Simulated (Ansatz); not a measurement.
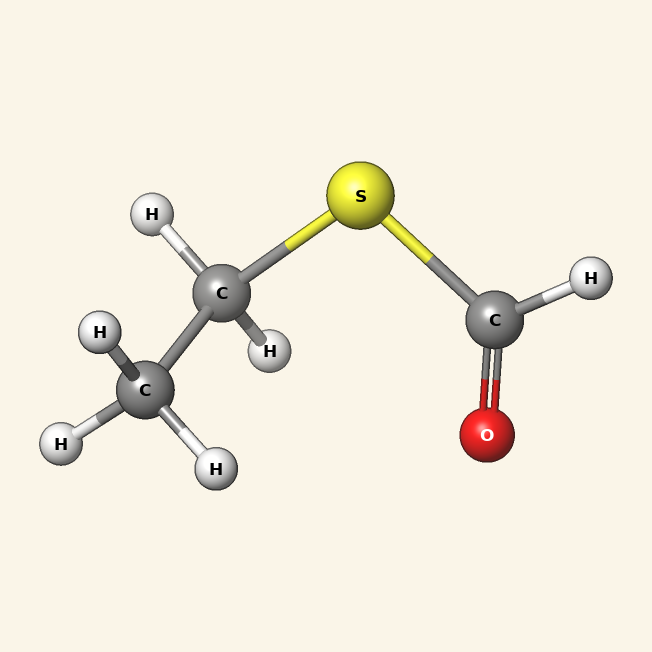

The picture shows a molecular structure as a ball-and-stick model. Double and triple bonds are drawn as two and three sticks.

The geometry was computed by an optimisation with PBE0-D4/def2-TZVP.

What is the molecular formula?

Answer. C₃H₆OS, 11 atoms: 3 carbon, 6 hydrogen, 1 oxygen and 1 sulfur.

Does it have rings?

Answer. It has no ring.

Count the bonded pairs by element.

Answer. 6 C–H, 2 C–S, 1 C–C, 1 C–O.

Give a SMILES string for it.

Answer. CCSC=O

The parts below concern this one geometry. Atoms keep their numbers from picture to picture.

**Shape**

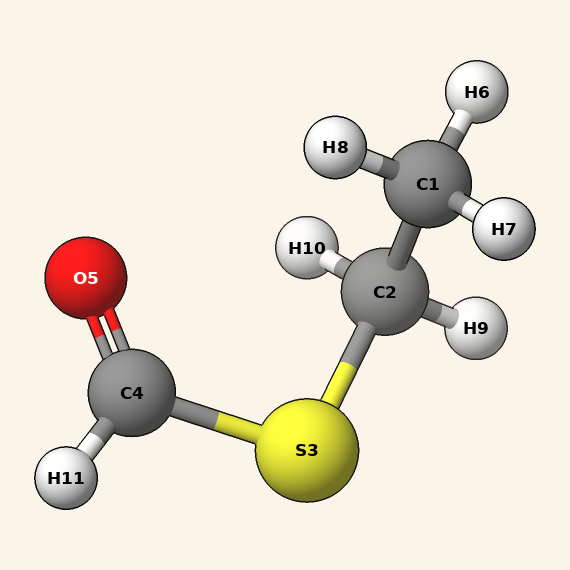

Atoms carry their numbers in the input.

Estimate the angles C2–C1–H6, C2–C1–H7, C2–C1–H8, C1–C2–S3, C1–C2–H9, C1–C2–H10, S3–C2–H9, S3–C2–H10, C2–S3–C4, S3–C4–O5, S3–C4–H11, O5–C4–H11.

```csv
angle,degrees
C2–C1–H6,110.0
C2–C1–H7,111.3
C2–C1–H8,110.7
C1–C2–S3,113.3
C1–C2–H9,111.8
C1–C2–H10,111.4
S3–C2–H9,105.2
S3–C2–H10,106.5
C2–S3–C4,100.1
S3–C4–O5,126.2
S3–C4–H11,110.8
O5–C4–H11,123.1
```

**Levels of theory compared**

Program: Ansatz 0.2.0.

At this fixed geometry, give dipole (D), HOMO–LUMO gap (eV), HOMO energy (eV) at these levels: B3LYP-D4/def2-TZVPP; PBE-D4/def2-TZVPP; r2SCAN-D4/def2-TZVPP; ωB97M-V/def2-TZVPP.

```tsv
level	dipole (D)	HOMO–LUMO gap (eV)	HOMO energy (eV)
B3LYP-D4/def2-TZVPP	1.71	6.27	−7.30
PBE-D4/def2-TZVPP	1.64	4.36	−6.19
r2SCAN-D4/def2-TZVPP	1.68	4.86	−6.49
ωB97M-V/def2-TZVPP	1.64	11.11	−9.66
```

**Vibrations**

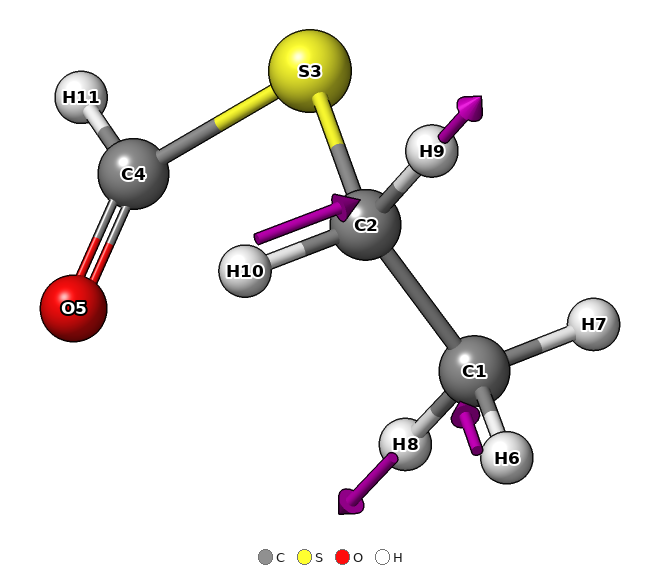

The arrows show one normal mode. Harmonic vibrations computed with RKS PBE0-D4/def2-TZVP (Ansatz 0.2.0) at a stationary point of the same level.

Describe the motion.

Answer. Mostly out-of-phase stretching of 4 C–H bonds.

At what wavenumber does it lie?

Answer. 3134 cm⁻¹; it is mode 26 of 27 counted from the lowest.

**Charges**

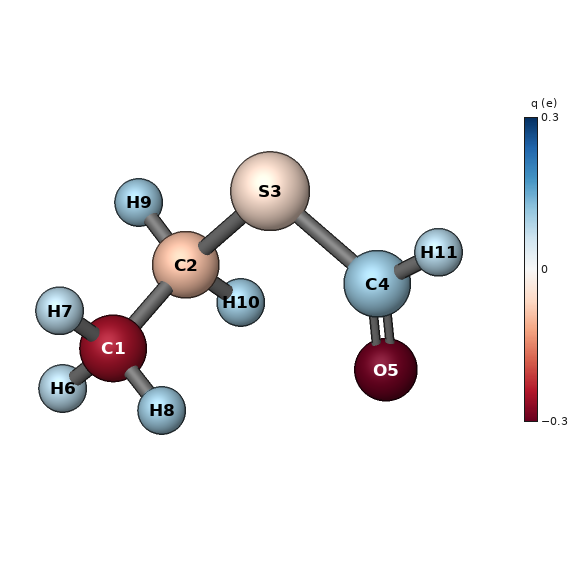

Atoms are coloured by their Mulliken charges. Method: RKS B3LYP-D4/def2-TZVPP (Ansatz 0.2.0).

Give the Mulliken charges atom by atom.

```tsv
atom	value (e)
C1	−0.25
C2	−0.09
S3	−0.05
C4	0.11
O5	−0.29
H6	0.08
H7	0.08
H8	0.11
H9	0.11
H10	0.11
H11	0.09
```

Mulliken values depend strongly on the basis set and can even reverse the polarity of a bond.
